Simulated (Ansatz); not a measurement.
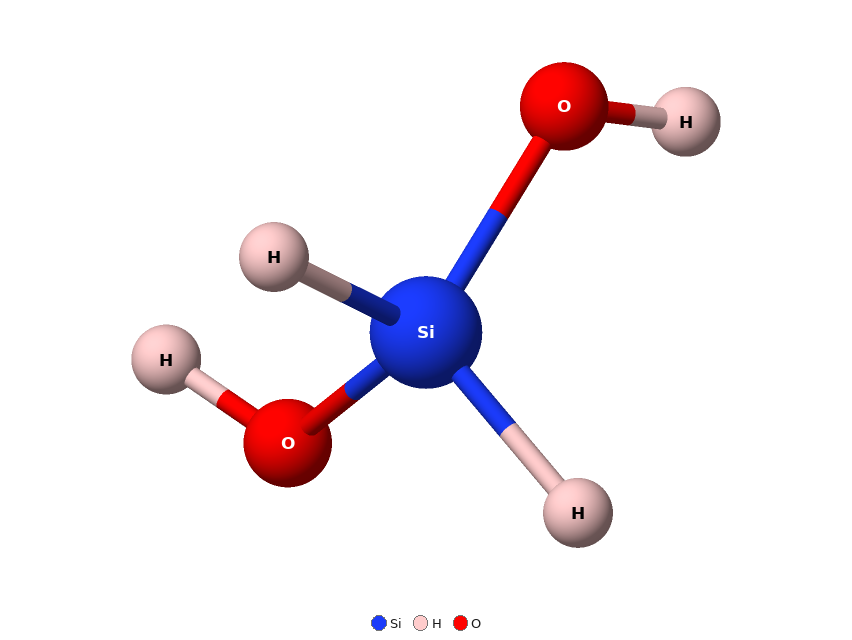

Sticks follow a distance rule. Harmonic vibrations computed with RKS PBE0-D4/def2-TZVP (Ansatz 0.2.0) at a stationary point of the same level.

Question: How many imaginary frequencies does it have?

Answer: A minimum: no imaginary frequency, and the lowest mode lies at 247 cm⁻¹.

Question: List the wavenumbers.

Answer: 15 modes: 247, 283, 367, 618, 749, 823, 873, 887, 924, 967, 970, 2251, 2252, 3920, 3922 cm⁻¹.
